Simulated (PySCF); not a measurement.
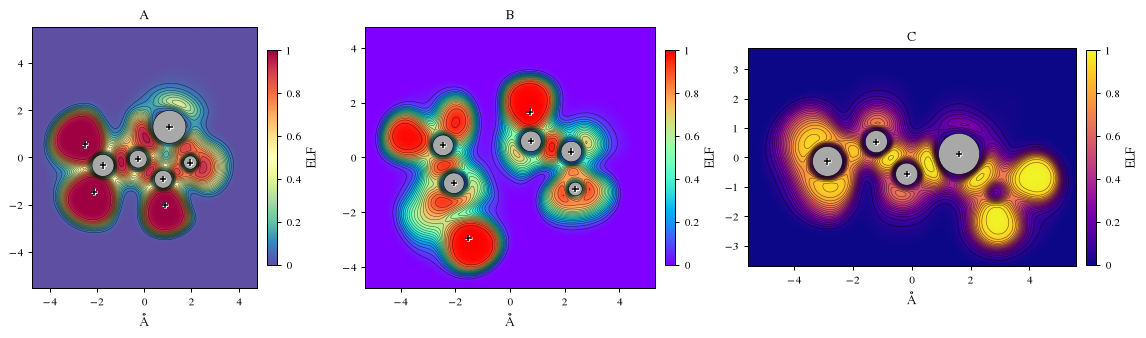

The ELF of 3 systems, each on a plane through atoms (crosses mark nuclei in the plane; grey discs cover the cores).

Level of theory: PBE0/pcSseg-1, SCF density, gas phase, non-relativistic (PySCF).

System 1: C6H10BF, the plane of atoms C6, C7 and F8. Geometry: GFN2-xTB.

```xyz
18

C     2.0999    1.5762   -0.0120
C     1.7784    0.3118   -0.0629
C     1.8385   -0.9798   -0.7119
C     1.0160   -0.7937    0.5810
B    -0.5224   -0.7461    0.5650
C    -1.3027   -0.2655   -0.7304
C    -2.6523    0.3841   -0.4452
F    -2.4820    1.5461    0.2753
H     1.7411    2.2210    0.7730
H     2.7408    2.0243   -0.7549
H     2.7464   -1.5623   -0.6380
H     1.2980   -1.1324   -1.6351
H     1.5001   -1.1971    1.4662
H    -1.1247   -1.0790    1.5138
H    -0.7133    0.4273   -1.3354
H    -1.5005   -1.1383   -1.3603
H    -3.2944   -0.2632    0.1608
H    -3.1756    0.6731   -1.3643
```

System 2: C4H10ClFSi (SMILES C[Si](C)(F)CCCl), the plane of atoms Si2, C5 and C6. Geometry: GFN2-xTB.

```yaml
atoms:
  - { symbol: C, position_ang: [-0.9821, 0.9278, -1.4710] }
  - { symbol: Si, position_ang: [-0.5602, -0.3580, -0.1423] }
  - { symbol: C, position_ang: [-1.9866, -0.7166, 1.0514] }
  - { symbol: F, position_ang: [-0.2420, -1.7450, -0.9364] }
  - { symbol: C, position_ang: [1.0511, 0.0589, 0.7942] }
  - { symbol: C, position_ang: [2.2567, 0.0321, -0.1194] }
  - { symbol: Cl, position_ang: [3.7567, 0.4201, 0.7819] }
  - { symbol: H, position_ang: [-1.1448, 1.9123, -1.0438] }
  - { symbol: H, position_ang: [-1.8849, 0.6505, -2.0077] }
  - { symbol: H, position_ang: [-0.1832, 1.0122, -2.2027] }
  - { symbol: H, position_ang: [-2.2453, 0.1547, 1.6438] }
  - { symbol: H, position_ang: [-2.8763, -1.0208, 0.5087] }
  - { symbol: H, position_ang: [-1.7335, -1.5190, 1.7381] }
  - { symbol: H, position_ang: [1.2053, -0.6582, 1.6016] }
  - { symbol: H, position_ang: [0.9765, 1.0414, 1.2600] }
  - { symbol: H, position_ang: [2.4050, -0.9550, -0.5541] }
  - { symbol: H, position_ang: [2.1805, 0.7747, -0.9122] }
```

System 3: C4H5BOSi, the plane of atoms C2, B1 and H9. Geometry: GFN2-xTB.

```xyz
12

B    -1.0207    2.1196    0.2556
C    -0.5822    0.6988    0.5324
C    -1.2613   -0.3624    1.0390
O    -0.4441   -1.4324    1.0998
Si    0.8896   -0.5020    0.4591
C     1.4062   -1.2069   -1.1636
C     1.7313   -1.6433   -2.2356
H    -2.1311    2.4272    0.4702
H    -0.2626    2.9058   -0.1665
H    -2.2772   -0.4837    1.3846
H     1.9349   -0.4884    1.4690
H     2.0184   -2.0330   -3.1701
```

**Match each panel to its system.**

Panel A is system 3, C4H5BOSi: the plane holds B, C, O, Si and H. C–O (1.35 Å): the ELF peaks at about 0.90 between the atoms (a shared but strongly polarised pair). Panel B is system 1, C6H10BF: the plane holds C, F and H. C–F (1.38 Å): the ELF peaks at about 0.85 between the atoms, as expected for a shared but strongly polarised pair. Panel C is system 2, C4H10ClFSi: the plane holds Si, C and Cl. C–C (1.51 Å): the ELF peaks at about 0.95 between the atoms; a covalent bond.
